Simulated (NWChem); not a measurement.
# CH2N (SMILES C=[N]) at 6 levels

Aim: a comparison of 6 runs (UHF/STO-3G, UB3LYP/6-31G*, UB3LYP/def2-TZVPP, UM06-2X/def2-TZVPP, UPBE0/def2-TZVPP, USVWN5/def2-TZVPP) of CH2N. 

The calculation is run with NWChem 7.3.0.

1 further run of the same task is left out (set aside as unsound or not needed). Runs told in other sessions of the task aren't counted.

## Step 1: The molecule

CH2N has 4 atoms, charge 0, and is taken as a doublet. SMILES: `C=[N]`. The shape is that of a PBE0-D4/def2-TZVP optimisation.

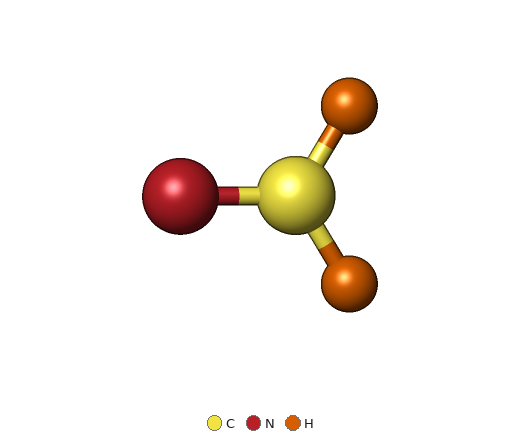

The structure, seen from a chosen angle (carbon yellow, nitrogen red, hydrogen orange).

## Step 2: Energy and gradient at UHF/STO-3G (run 1)

The input, ch2n.nw:

```
start ch2n
title "CH2N gradient"
memory stack 880 mb heap 220 mb global 1100 mb

geometry units angstrom noautosym nocenter noautoz
 C    -0.013600   -0.011010   -0.014470
 N     0.727340    0.588370    0.773760
 H    -0.870960    0.487800   -0.486820
 H     0.157230   -1.065160   -0.272460
end

basis spherical bse
 * library STO-3G
end

scf
 nopen 1
 uhf
 thresh 1e-08
 maxiter 80
end

task scf gradient
```

Started as:

```bash
$ nwchem ch2n.nw > ch2n.out
```

Output:

```text
[...]
  functions       =    12
[...]
  wavefunction    = UHF
[...]
         Total SCF energy =    -92.244724328001
      One electron energy =   -179.704421096945
      Two electron energy =     59.791524543078
 Nuclear repulsion energy =     27.668172225866
                       Sz =      0.5000
                 Sz(Sz+1) =      0.7500
                      S^2 =      1.0598
[...]
                         UHF ENERGY GRADIENTS
    atom               coordinates                        gradient
                 x          y          z           x          y          z
   1 C      -0.025700  -0.020806  -0.027344    0.082741   0.066924   0.088019
   2 N       1.374473   1.111858   1.462194   -0.081389  -0.065838  -0.086583
   3 H      -1.645876   0.921808  -0.919956   -0.004203   0.004783  -0.001454
   4 H       0.297122  -2.012861  -0.514875    0.002851  -0.005869   0.000018
[...]
```

It took 0.81 s on 1 thread of Intel Xeon 6975P-C (Granite Rapids), shared host; peak memory 0.097 GiB.

## Step 3: Energy and gradient at UB3LYP/6-31G(d) (spherical functions) (run 2)

The input, calc.xyz:

```xyz
4

C     -0.013600    -0.011010    -0.014470
N      0.727340     0.588370     0.773760
H     -0.870960     0.487800    -0.486820
H      0.157230    -1.065160    -0.272460
```

The input, calc.nw:

```
start calc
memory total 2200 mb
geometry units angstrom noautosym nocenter noautoz
  load calc.xyz
end
basis "ao basis" spherical bse
  * library 6-31G*
end
dft
  xc b3lyp
  mult 2
  grid xfine
  convergence energy 1e-08
  iterations 100
  mulliken
end
task dft gradient
```

Started as:

```bash
$ nwchem calc.nw > calc.out
```

Output:

```text
[...]
          Wavefunction type:  spin polarized.
          No. of atoms     :     4
          No. of electrons :    15
[...]
          Charge           :     0
          Spin multiplicity:     2
[...]
          AO basis - number of functions:    32
[...]
              XC Information
              --------------
                         B3LYP Method XC Potential
                     Hartree-Fock (Exact) Exchange  0.200
                        Slater Exchange Functional  0.800 local
                    Becke 1988 Exchange Functional  0.720 non-local
              Lee-Yang-Parr Correlation Functional  0.810
                  VWN I RPA Correlation Functional  0.190 local
[...]
 d= 0,ls=0.0,diis     1    -93.9276804808 -1.22D+02  1.31D-02  7.21D-02     0.6
[...]
 d= 0,ls=0.0,diis    12    -93.9794995505 -1.33D-09  4.09D-07  1.19D-10     6.9
[...]
         Total DFT energy =      -93.979499550492
      One electron energy =     -180.903187778580
           Coulomb energy =       72.257637910472
    Exchange-Corr. energy =      -13.002121908251
 Nuclear repulsion energy =       27.668172225866
[...]
      Total Density - Mulliken Population Analysis
     ---------------------------------------------
    Atom       Charge   Shell Charges
 -----------   ------   -------------------------------------------------------
    1 C    6     6.15   2.00  0.71  2.07  0.51  0.83  0.05
    2 N    7     7.20   2.00  0.87  2.20  0.97  1.13  0.03
    3 H    1     0.82   0.52  0.31
    4 H    1     0.82   0.52  0.31
[...]
      <S2> =      0.7598 (Exact =     0.7500)
[...]
  wavefunction    = open shell
                         DFT ENERGY GRADIENTS
    atom               coordinates                        gradient
                 x          y          z           x          y          z
   1 C      -0.025700  -0.020806  -0.027344    0.008133   0.006572   0.008650
   2 N       1.374473   1.111858   1.462194   -0.010717  -0.008668  -0.011400
   3 H      -1.645876   0.921808  -0.919956    0.001766   0.000331   0.001474
   4 H       0.297122  -2.012861  -0.514875    0.000818   0.001765   0.001277
[...]
```

Wall time 8.4 s (1 thread of Intel Xeon 6975P-C (Granite Rapids), shared host); peak memory 0.12 GiB.

Runs 3 to 5 aren't shown in full; the table further down has their settings and results.

## Step 4: Energy and gradient at USVWN5/def2-TZVPP (run 6)

The input, run.py:

```python
from ase import Atoms
from ase.calculators.nwchem import NWChem

atoms = Atoms(['C', 'N', 'H', 'H'], positions=[
    [-0.013600, -0.011010, -0.014470],
    [0.727340, 0.588370, 0.773760],
    [-0.870960, 0.487800, -0.486820],
    [0.157230, -1.065160, -0.272460],
])

calc = NWChem(
    label='m1',
    theory='dft',
    memory='2200 mb',
    basis='def2-TZVPP',
    basispar='spherical bse',
    dft={'xc': 'slater vwn_5', 'mult': '2', 'grid': 'fine', 'convergence': 'energy 1e-08', 'iterations': '100', 'mulliken': None},
)
atoms.calc = calc

forces = atoms.get_forces()
print("Total energy (eV):", round(atoms.get_potential_energy(), 6))
print("forces (eV/A):")
for s, f in zip(atoms.symbols, forces):
    print(f"{s:2s} {f[0]:10.5f} {f[1]:10.5f} {f[2]:10.5f}")
```

Started as:

```bash
$ export ASE_NWCHEM_COMMAND="nwchem PREFIX.nwi > PREFIX.nwo"
$ python run.py
```

Output:

```text
Total energy (eV): -2535.879277
forces (eV/A):
C     0.48774    0.39487    0.51900
N    -0.17730   -0.14347   -0.18862
H    -0.34381    0.15920   -0.20445
H     0.03337   -0.41061   -0.12588
```

The calculator wrote m1.nwi:

```
title "m1"

permanent_dir m1

scratch_dir m1

start m1

geometry units angstrom nocenter noautosym noautoz
  C  -1.3599999999999999e-02 -1.1010000000000001e-02 -1.4470000000000000e-02
  N  7.2733999999999999e-01 5.8836999999999995e-01 7.7376000000000000e-01
  H  -8.7095999999999996e-01 4.8780000000000001e-01 -4.8681999999999997e-01
  H  1.5723000000000001e-01 -1.0651600000000001e+00 -2.7245999999999998e-01
end

memory 2200 mb

basis spherical bse noprint
   * library def2-TZVPP
end

dft
  xc slater vwn_5
  mult 2
  grid fine
  convergence energy 1e-08
  iterations 100
  mulliken
end

task dft gradient
```

m1.nwo:

```text
Northwest Computational Chemistry Package (NWChem) 7.3.0
             --------------------------------------------------------

           Job information
           ---------------

    nwchem branch   = 7.3.0
    use scalapack   = T
    input           = m1.nwi
    prefix          = m1.
    data base       = m1/m1.db
    status          = startup
    nproc           =        1

           Memory information
           ------------------

    heap     =     72089600 doubles =      550.0 Mbytes
    stack    =     72089597 doubles =      550.0 Mbytes
    global   =    144179200 doubles =     1100.0 Mbytes (distinct from heap & stack)
    total    =    288358397 doubles =     2200.0 Mbytes
    verify   = yes
    hardfail = no

[... 108 lines left out ...]
          Convergence on energy requested:  1.00D-08
[... 22 lines left out ...]
          Convergence Information
[... 30 lines left out ...]
 1-e energy   =    -179.444301
[... 52 lines left out ...]
      One electron energy =     -180.845167538028
[... 8 lines left out ...]
                    DFT Final Alpha Molecular Orbital Analysis
[... 1398 lines left out ...]
          Convergence on gradient requested:  5.00D-04
[... 23 lines left out ...]
          total energy or number of iterations.
[... 26 lines left out ...]
                         DFT ENERGY GRADIENTS

    atom               coordinates                        gradient
                 x          y          z           x          y          z
   1 C      -0.025700  -0.020806  -0.027344   -0.009485  -0.007679  -0.010093
   2 N       1.374473   1.111858   1.462194    0.003448   0.002790   0.003668
   3 H      -1.645876   0.921808  -0.919956    0.006686  -0.003096   0.003976
   4 H       0.297122  -2.012861  -0.514875   -0.000649   0.007985   0.002448

                 ----------------------------------------
                 |  Time  |  1-e(secs)   |  2-e(secs)   |
                 ----------------------------------------
                 |  CPU   |       0.00   |       2.84   |
                 ----------------------------------------
                 |  WALL  |       0.00   |       2.84   |
                 ----------------------------------------

 Task  times  cpu:        9.7s     wall:        9.7s
 Total times  cpu:        9.7s     wall:        9.7s
```

Run time: 11 s. Hardware: 1 thread of Intel Xeon 6975P-C (Granite Rapids), shared host; peak memory 0.12 GiB.

## Step 5: All runs side by side

| run | level | iteration cap | module | energy (Eh) | dipole moment (D) | HOMO energy (eV) | LUMO energy (eV) | wall time |
| --- | --- | --- | --- | --- | --- | --- | --- | --- |
| 1 | UHF/STO-3G | 80 | scf | -92.244724 | 1.79 | -10.61 | 7.77 | 0.81 s |
| 2 | UB3LYP/6-31G* (spherical functions) | 100 | dft | -93.979500 | 2.34 | -7.18 | -2.44 | 8.4 s |
| 3 | UB3LYP/def2-TZVPP | 100 | dft | -94.023269 | 2.48 | -7.47 | -2.81 | 15 s |
| 4 | UM06-2X/def2-TZVPP | 100 | dft | -93.971379 | 2.48 | -9.07 | -1.32 | 22 s |
| 5 | UPBE0/def2-TZVPP | 100 | dft | -93.904011 | 2.47 | -7.78 | -2.31 | 19 s |
| 6 | USVWN5/def2-TZVPP | 100 | dft | -93.191845 | 2.55 | -6.02 | -4.31 | 11 s |

## Step 6: Summary of results

| quantity | value |
| --- | --- |
| run 6: total energy | -93.19185 Eh |
| run 6: dipole moment | 2.55 D |
| run 6: HOMO energy (highest over α and β) | -6.02 eV |
| run 6: LUMO energy (lowest over α and β) | -4.31 eV |
| run 6: ⟨S²⟩ | 0.756 |
| run 6: largest force on an atom | 0.814 eV/Å |

The dipole moment (its size) runs from 1.79 D (UHF/STO-3G) to 2.55 D (USVWN5/def2-TZVPP). The two ends differ in method and basis. Totals of different functionals can't be ranked against each other. In run 1 the basis is minimal, so the values are rough. Spin contamination of the reference: run 1 ⟨S²⟩ = 1.06. All runs together took 76 s, the longest 22 s.
